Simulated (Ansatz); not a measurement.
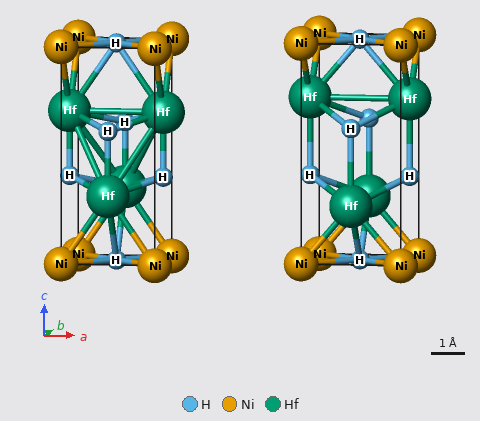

Two geometries of solid Hf2NiH3 (a generated structure, set up in P-4m2), drawn at one scale. One is the start of a relaxation, the other its converged end. Style: ball-and-stick. Shown: the cell of the calculation, slightly off an axis.

The calculation used DFT, PAW plane waves, PBEsol, spin-orbit in Ansatz 0.2.0. Settings: plane-wave cutoff 420 eV; k-point mesh 6 × 6 × 3; occupations fermi dirac; smearing width 0.1 eV; spin-orbit; potentials kind: paw_fr; cell and atoms relaxed; force threshold 0.03 eV/Å; at most 80 steps.

Which of the two is the end point?

Answer. The left one is the relaxed one. The start is a swapped structure. The largest moves relative to the cell, 0.34 Å, are those of Hf atoms. By element the largest moves are Hf 0.34 Å, H 0.02 Å. Ni stays in place. Cell: a = b 3.160 → 2.971 Å (−6.0 %), c 6.925 → 6.817 Å (−1.6 %). Volume −13.0 %. Among the contacts that change: Hf–Hf 3.936 → 3.277 Å, H–Hf 2.437 → 2.039 Å, H–Hf 2.374 → 2.154 Å, Hf–Hf 3.160 → 2.971 Å. New bonds form: Hf–Hf (3.94 → 3.28 Å). Bond angles that change, for instance: Hf–H–Hf 140.4° → 154.4°, Hf–Ni–Hf 81.2° → 69.3°, Hf–Ni–Hf 125.2° → 132.6°. The space group stays P-4m2 (No. 115). Over 6 accepted moves (7 points after the start) the energy falls by 200 meV per atom. The largest force component goes from 2.1 to 0.0023 eV/Å. Pressure: −7.21 GPa at the start and −0.02 GPa at the end. At 1 point the geometry stayed and the basis and grid were re-selected for the new cell (energy shift of 0.8 meV per atom at most each time). The run took 4.1 min on 2 threads of Arm Neoverse V1, with other jobs on the host, peak memory 0.84 GiB.
